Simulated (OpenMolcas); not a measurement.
# Single-point calculation of CoH6O3F3 (charge −1) (part 3 of 3)

CoH6O3F3, charge −1, multiplicity 4; CASPT2/ANO-R1, sfX2C (OpenMolcas 26.06). The geometry comes from this level: GFN2-xTB.

Geometry of the input (Å):
```
Co 0.3289  0.0795  -0.0788
F  0.1976  0.2408  1.8876
F  -0.2228  -0.2230  -1.9664
F  2.3213  0.0993  -0.2733
O  -2.0216  0.1230  0.0670
H  -2.3089  -0.6338  0.5898
H  -2.2312  -0.0681  -0.8556
O  0.3673  2.3679  -0.1096
H  1.2588  2.6210  -0.3790
H  0.2829  2.5911  0.8268
O  0.3415  -2.2183  0.1309
H  0.9520  -2.4316  0.8475
H  0.7343  -2.5479  -0.6870
```

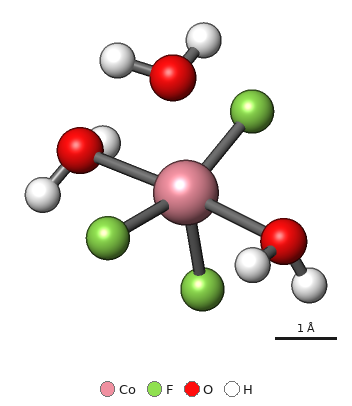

**Figure 1.** The structure (ball-and-stick view, seen at a tilt). Sticks mark near contacts.

The program's output, continued
```
      N-E      1.2834 -0.7759 -0.7714 -0.7925 -0.5097  0.2586  0.2602 -0.5011  0.2650  0.2641 -0.5248  0.2721

                H13
      1s       0.3979
      2s       0.2314
      2px      0.0364
      2pz      0.0268
      2py      0.0354
      3s       0.0000
      3px      0.0000
      3pz      0.0000
      3py      0.0000
      4s       0.0000
      3d2+     0.0000
      3d1+     0.0000
      3d0      0.0000
      3d1-     0.0000
      3d2-     0.0000
      4px      0.0000
      4pz      0.0000
      4py      0.0000
      5s       0.0000
      4d2+     0.0000
      4d1+     0.0000
      4d0      0.0000
      4d1-     0.0000
      4d2-     0.0000
      4f3+     0.0000
      4f2+     0.0000
      4f1+     0.0000
      4f0      0.0000
      4f1-     0.0000
      4f2-     0.0000
      4f3-     0.0000
      Total    0.7279

      N-E      0.2721

      Total electronic charge=   85.000000

      Total            charge=   -1.000000
--

      Expectation values of various properties for root number:  1
      -----------------------------------------------------------

++    Molecular properties:
      ---------------------

      Charge (e):
                      =   -1.0000
      Dipole Moment (debye):
      Origin of the operator (angstrom)=    0.2394    0.0635   -0.0563
                   X= -3.1828E+00               Y= -1.4160E+00               Z=  8.5385E-01           Total=  3.5867E+00
      Center of Charge (angstrom)
                     X=    0.90203195               Y=    0.35834913               Z=   -0.23410636
      Quadrupole Moment (debye*angstrom):
      Origin of the operator (angstrom)=    0.2394    0.0635   -0.0563
                  XX= -5.7568E+01              XY=  2.7570E+00              XZ=  1.9216E-01              YY= -3.7660E+01
                  YZ= -5.6888E-01              ZZ= -6.9117E+01
      In traceless form (debye*angstrom)
                  XX= -4.1793E+00              XY=  4.1355E+00              XZ=  2.8824E-01              YY=  2.5682E+01
                  YZ= -8.5332E-01              ZZ= -2.1503E+01
--

      Mulliken spin population analysis for root number:  1
      ---------------------------------------------------

++    Molecular charges:
      ------------------

      Mulliken spin population per centre and basis function type
      ---------------------------------------------------

                CO1     F2      F3      F4      O5      H6      H7      O8      H9      H10     O11     H12
      1s      -0.0000  0.0000  0.0000  0.0000  0.0000 -0.0005 -0.0004  0.0000 -0.0006 -0.0005  0.0000 -0.0006
      2s      -0.0000  0.0011  0.0011  0.0015  0.0004 -0.0001 -0.0001  0.0007 -0.0001 -0.0001  0.0006 -0.0001
      2px      0.0000  0.0045  0.0044  0.0148  0.0040  0.0001  0.0001  0.0000 -0.0000 -0.0000  0.0000 -0.0000
      2pz     -0.0000  0.0121  0.0107  0.0045  0.0000 -0.0000 -0.0000  0.0000 -0.0000 -0.0000  0.0000 -0.0000
      2py      0.0000  0.0004  0.0006  0.0003  0.0000  0.0000  0.0000  0.0055  0.0002  0.0001  0.0051  0.0001
      3s      -0.0000 -0.0001 -0.0002 -0.0008  0.0013  0.0000  0.0000  0.0004  0.0000  0.0000  0.0008  0.0000
      3px      0.0001 -0.0009 -0.0008 -0.0018 -0.0013  0.0000  0.0000 -0.0000  0.0000  0.0000  0.0000  0.0000
      3pz     -0.0000 -0.0011 -0.0010 -0.0010 -0.0000  0.0000  0.0000 -0.0000  0.0000  0.0000 -0.0000  0.0000
      3py      0.0000 -0.0001 -0.0001 -0.0001 -0.0000  0.0000  0.0000 -0.0023  0.0000  0.0000 -0.0022  0.0000
      4s       0.0098  0.0000  0.0000  0.0000  0.0000  0.0000  0.0000  0.0000  0.0000  0.0000  0.0000  0.0000
      3d2+     0.9437  0.0000  0.0000  0.0000  0.0001  0.0000  0.0000  0.0001  0.0000  0.0000  0.0001  0.0000
      3d1+     0.9042  0.0001  0.0001  0.0000  0.0000  0.0000  0.0000  0.0000  0.0000  0.0000  0.0000  0.0000
      3d0      0.8968  0.0001  0.0001  0.0000  0.0000  0.0000  0.0000  0.0000  0.0000  0.0000  0.0000  0.0000
      3d1-     0.0979  0.0000  0.0000  0.0000  0.0000  0.0000  0.0000  0.0000  0.0000  0.0000  0.0000  0.0000
      3d2-     0.0704  0.0000  0.0000  0.0000  0.0000  0.0000  0.0000  0.0000  0.0000  0.0000  0.0000  0.0000
      4px      0.0015  0.0000  0.0000  0.0000  0.0000  0.0000  0.0000  0.0000  0.0000  0.0000  0.0000  0.0000
      4pz      0.0003  0.0000  0.0000  0.0000  0.0000  0.0000  0.0000  0.0000  0.0000  0.0000  0.0000  0.0000
      4py      0.0000  0.0000  0.0000  0.0000  0.0000  0.0000  0.0000  0.0000  0.0000  0.0000  0.0000  0.0000
      5s      -0.0001  0.0000  0.0000  0.0000  0.0000  0.0000  0.0000  0.0000  0.0000  0.0000  0.0000  0.0000
      4d2+     0.0045  0.0000  0.0000  0.0000  0.0000  0.0000  0.0000  0.0000  0.0000  0.0000  0.0000  0.0000
      4d1+     0.0035  0.0000  0.0000  0.0000  0.0000  0.0000  0.0000  0.0000  0.0000  0.0000  0.0000  0.0000
      4d0      0.0083  0.0000  0.0000  0.0000  0.0000  0.0000  0.0000  0.0000  0.0000  0.0000  0.0000  0.0000
      4d1-     0.0003  0.0000  0.0000  0.0000  0.0000  0.0000  0.0000  0.0000  0.0000  0.0000  0.0000  0.0000
      4d2-     0.0000  0.0000  0.0000  0.0000  0.0000  0.0000  0.0000  0.0000  0.0000  0.0000  0.0000  0.0000
      4f3+     0.0000  0.0000  0.0000  0.0000  0.0000  0.0000  0.0000  0.0000  0.0000  0.0000  0.0000  0.0000
      4f2+     0.0000  0.0000  0.0000  0.0000  0.0000  0.0000  0.0000  0.0000  0.0000  0.0000  0.0000  0.0000
      4f1+     0.0000  0.0000  0.0000  0.0000  0.0000  0.0000  0.0000  0.0000  0.0000  0.0000  0.0000  0.0000
      4f0      0.0000  0.0000  0.0000  0.0000  0.0000  0.0000  0.0000  0.0000  0.0000  0.0000  0.0000  0.0000
      4f1-     0.0000  0.0000  0.0000  0.0000  0.0000  0.0000  0.0000  0.0000  0.0000  0.0000  0.0000  0.0000
      4f2-    -0.0000  0.0000  0.0000  0.0000  0.0000  0.0000  0.0000  0.0000  0.0000  0.0000  0.0000  0.0000
      4f3-     0.0000  0.0000  0.0000  0.0000  0.0000  0.0000  0.0000  0.0000  0.0000  0.0000  0.0000  0.0000
      Total    2.9412  0.0161  0.0148  0.0176  0.0046 -0.0005 -0.0005  0.0046 -0.0006 -0.0005  0.0046 -0.0006

                H13
      1s      -0.0007
      2s      -0.0001
      2px      0.0000
      2pz     -0.0000
      2py      0.0001
      3s       0.0000
      3px      0.0000
      3pz      0.0000
      3py      0.0000
      4s       0.0000
      3d2+     0.0000
      3d1+     0.0000
      3d0      0.0000
      3d1-     0.0000
      3d2-     0.0000
      4px      0.0000
      4pz      0.0000
      4py      0.0000
      5s       0.0000
      4d2+     0.0000
      4d1+     0.0000
      4d0      0.0000
      4d1-     0.0000
      4d2-     0.0000
      4f3+     0.0000
      4f2+     0.0000
      4f1+     0.0000
      4f0      0.0000
      4f1-     0.0000
      4f2-     0.0000
      4f3-     0.0000
      Total   -0.0007

      Total electronic spin=    3.000000
--

      LoProp population analysis for root number:  1
      -----------------------------------------------

++    LoProp analysis:
      ----------------

++    Static properties:
      ------------------

      LoProp Charges per center

                   CO1      F2       F3       F4       O5       H6       H7       O8       H9       H10
      Nuclear     27.0000   9.0000   9.0000   9.0000   8.0000   1.0000   1.0000   8.0000   1.0000   1.0000
      Electronic -25.5454  -9.8328  -9.8233  -9.8419  -8.8325  -0.5848  -0.5835  -8.8264  -0.5758  -0.5796

      Total        1.4546  -0.8328  -0.8233  -0.8419  -0.8325   0.4152   0.4165  -0.8264   0.4242   0.4204

                   O11      H12      H13
      Nuclear      8.0000   1.0000   1.0000
      Electronic  -8.8228  -0.5755  -0.5757

      Total       -0.8228   0.4245   0.4243
--

      Natural Bond Order analysis for root number:  1

++    Natural Bond Order analysis
      ---------------------------
      Based on LoProp computed density
      -------------------------------------------------------------------------------------
      Atom A       Atom B       Bond Order
      -------------------------------------------------------------------------------------
      NBO located      0.971 non-bonded electrons on atom CO1
      NBO located      1.016 non-bonded electrons on atom CO1
      NBO located      0.995 non-bonded electrons on atom CO1
      NBO located      0.997 non-bonded electrons on atom CO1
      NBO located      0.999 non-bonded electrons on atom CO1
      NBO located      0.998 non-bonded electrons on atom CO1
      NBO located      1.000 non-bonded electrons on atom CO1
      NBO located      1.000 non-bonded electrons on atom CO1
      NBO located      1.000 non-bonded electrons on atom CO1
      NBO located      1.000 non-bonded electrons on atom CO1
      NBO located      1.000 non-bonded electrons on atom CO1
      NBO located      0.948 non-bonded electrons on atom F2
      NBO located      1.000 non-bonded electrons on atom F2
      NBO located      0.946 non-bonded electrons on atom F3
      NBO located      1.000 non-bonded electrons on atom F3
      NBO located      0.949 non-bonded electrons on atom F4
      NBO located      1.000 non-bonded electrons on atom F4
      NBO located      0.999 non-bonded electrons on atom O5
      NBO located      0.999 non-bonded electrons on atom O8
      NBO located      0.999 non-bonded electrons on atom O11
      The remaining   25.129 electrons are to be considered as diffuse
--

--

      Average orbitals are written to the RASORB file
      Natural orbitals for root   1 are written to the RASORB.1 file
      Spin density orbitals for root   1 are written to the SPDORB.1 file

--- Stop Module: rasscf /rc=_RC_ALL_IS_WELL_ ---
--- Module rasscf spent 14 seconds ---

--- Start Module: caspt2 ---

                                              &CASPT2

                       available to each process: 1.9 GB of memory, 1 thread

++    Wave function specifications:
      -----------------------------

      Number of closed shell electrons          54
      Number of electrons in active shells       7
      Max number of holes in RAS1 space          0
      Max number of electrons in RAS3 space      0
      Number of inactive orbitals               27
      Number of active orbitals                  5
      Number of secondary orbitals             101
      Spin quantum number                      1.5
      State symmetry                             1
      Number of CSFs                            10
      Number of CASSCF root(s) available         1
      CASPT2 state passed to geometry opt.       1
      A file JOBMIX will be created
      This is a CASSCF or RASSCF reference function
--

++    Orbital specifications:
      -----------------------

      Symmetry species                           1
                                                 a
      Frozen orbitals                           12
      Inactive orbitals                         27
      Active orbitals                            5
      Secondary orbitals                       101
      Deleted orbitals                           0
      Number of basis functions                145
--

++    CASPT2 specifications:
      ----------------------

      Type of calculation                        SS-CASPT2
      Fock operator                              state-specific
      IPEA shift                                 0.25
      Real shift                                 0.00
      Imaginary shift                            0.10
      The input orbitals will be transformed to quasi-canonical
--

--------------------------------------------------------------------------------
 Estimated memory requirements:
  POLY3 :                   250780
  RHS:                     4214912
  SIGMA :                  4144156
  PRPCTL:                        0
 Available workspace:    232472714

++ CASPT2 computation for group   1

********************************************************************************
 Multi-State initialization phase begins for group   1
--------------------------------------------------------------------------------
********************************************************************************
 Compute H0 matrices for state    1
--------------------------------------------------------------------------------
--------------------------------------------------------------------------------
 H0 matrices have been computed.

********************************************************************************
  CASPT2 EQUATION SOLUTION
--------------------------------------------------------------------------------

  Total nr of CASPT2 parameters:
   Before reduction:     5754203
   After  reduction:     5690393

 Variance of |WF0>:       8.6535961336

 The contributions to the second order correlation energy in atomic units.
-----------------------------------------------------------------------------------------------------------------------------
  IT.      VJTU        VJTI        ATVX        AIVX        VJAI        BVAT        BJAT        BJAI        TOTAL       RNORM
-----------------------------------------------------------------------------------------------------------------------------
   1    -0.000003   -0.004511   -0.001265   -0.069624   -0.025012   -0.160045   -0.116679   -1.219938   -1.597078    0.006495
   2    -0.000003   -0.004491   -0.001269   -0.069735   -0.025035   -0.160542   -0.116769   -1.220042   -1.597888    0.000948
   3    -0.000003   -0.004491   -0.001270   -0.069748   -0.025031   -0.160594   -0.116771   -1.220032   -1.597941    0.000322
   4    -0.000003   -0.004490   -0.001270   -0.069754   -0.025030   -0.160562   -0.116765   -1.220025   -1.597899    0.000033
   5    -0.000003   -0.004490   -0.001270   -0.069754   -0.025030   -0.160561   -0.116765   -1.220026   -1.597899    0.000008
   6    -0.000003   -0.004490   -0.001270   -0.069754   -0.025030   -0.160561   -0.116765   -1.220026   -1.597899    0.000001
-----------------------------------------------------------------------------------------------------------------------------

  FINAL CASPT2 RESULT:

      Reference energy:       -1919.0442940292
      E2 (Non-variational):      -1.5978993344
      Shift correction:          -0.0009838123
      E2 (Variational):          -1.5988831467
      Total energy:           -1920.6431771759
      Residual norm:              0.0000002520
      Reference weight:           0.73657

      Contributions to the CASPT2 correlation energy
      Active & Virtual Only:         -0.1618314099
      One Inactive Excited:          -0.1865218758
      Two Inactive Excited:          -1.2495460486

++ Denominators, etc.
--------------------------------------------------------------------------------------------------------------
 Report on small energy denominators, large coefficients, and large energy contributions.
CASE  SYMM ACTIVE-MIX  NON-ACTIVE INDICES          DENOMINATOR     RHS VALUE       COEFFICIENT     CONTRIBUTION
VJTU     1  Mu1.0001  In1.037                       0.29577879     -0.00000050      0.00062201     -0.00000000
VJTU     1  Mu1.0001  In1.038                       0.28278060      0.00000042      0.00019096      0.00000000
VJTU     1  Mu1.0001  In1.039                       0.27565975     -0.00000031      0.00238961     -0.00000000
VJTIM    1  Mu1.0001  In1.014 In1.013               5.68692591     -0.14514819      0.02519834     -0.00365749
ATVX     1  Mu1.0001  Se1.045                       0.10034435     -0.00000316     -0.00064502      0.00000000
ATVX     1  Mu1.0002  Se1.045                       0.16026307     -0.00003281      0.00041514     -0.00000001
ATVX     1  Mu1.0003  Se1.045                       0.18567850      0.00000511     -0.00006866     -0.00000000
ATVX     1  Mu1.0001  Se1.046                       0.24003796      0.00000555     -0.00026581     -0.00000000
ATVX     1  Mu1.0002  Se1.046                       0.29995669     -0.00006699      0.00055537     -0.00000004
ATVX     1  Mu1.0001  Se1.047                       0.25354019      0.00002819      0.00003171      0.00000000
ATVX     1  Mu1.0001  Se1.048                       0.26670662     -0.00001162     -0.00034800      0.00000000
ATVX     1  Mu1.0001  Se1.049                       0.28197228     -0.00002391     -0.00179073      0.00000004
ATVX     1  Mu1.0001  Se1.050                       0.28821411      0.00000935      0.00021630      0.00000000
ATVX     1  Mu1.0001  Se1.051                       0.29784009     -0.00000247      0.00071693     -0.00000000
--

   (Skipping property calculation,
    use PROP keyword to activate)
--

  Total CASPT2 energies:
::    CASPT2 Root  1     Total energy:  -1920.64317718

  A NEW JOBIPH FILE NAMED 'JOBMIX' IS PREPARED.
********************************************************************************
--- Stop Module: caspt2 /rc=_RC_ALL_IS_WELL_ ---
--- Module caspt2 spent 10 seconds ---

.##################.
.# Happy landing! #.
.##################.

    Timing: Wall=37.86 User=35.53 System=2.30
```
